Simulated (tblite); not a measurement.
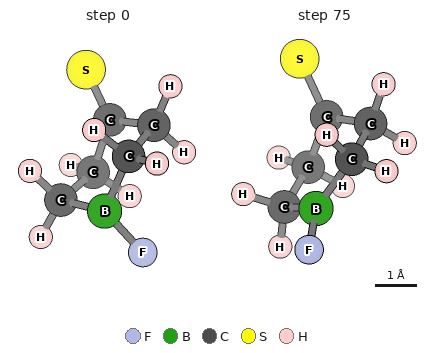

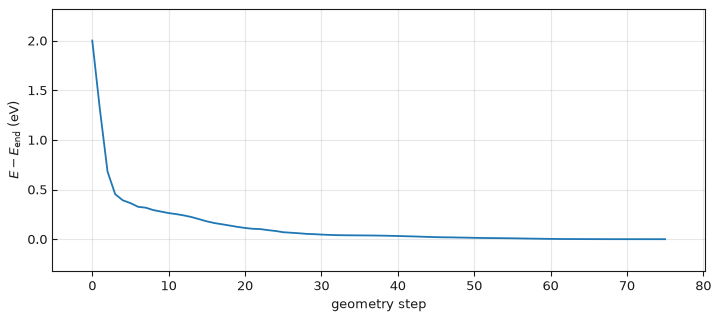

First and last geometry of a relaxation of C₅H₈BFS, with the history of the run. The picture is a ball-and-stick view, seen from a free direction.

Method: tblite 0.8.0, GFN2-xTB geometry optimisation, gas phase. 

### Read the history and describe the run.

It converged. Over 75 geometry steps the energy falls by 2.002 eV. The F atom moves most after the best rigid fit: 1.74 Å. Largest moves by element: F 1.74 Å, H 0.68 Å, C 0.29 Å, S 0.28 Å, B 0.16 Å. Some distances before and after: C–S 1.426 → 1.623 Å, B–F 1.434 → 1.322 Å, C–H 1.124 → 1.095 Å, B–C 1.607 → 1.581 Å. Bond angles that change, for instance: B–C–C 103.2° → 113.6°, C–B–C 112.4° → 120.7°, C–C–C 103.5° → 110.8°. Groups turn about C–C by about 25°.
